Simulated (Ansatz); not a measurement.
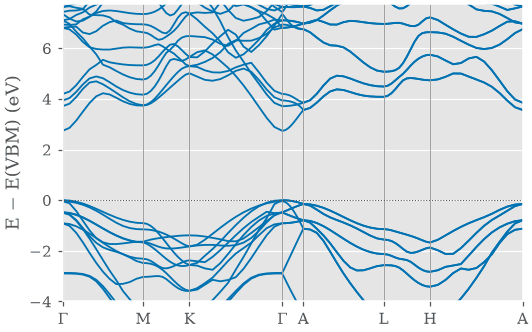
Figure. Band structure from DFT-r²SCAN in the program Ansatz with PAW potentials

Problem. Read off the gap and where the band edges lie.

Solution. About 2.7 eV (2.74 eV by a search for the band edges); maximum at Γ, minimum at Γ.

The material is ZnS (4H polytype, P6_3mc).

Symmetry was held in the r²SCAN relaxation.

Potentials: the later of the program's two PAW sets.
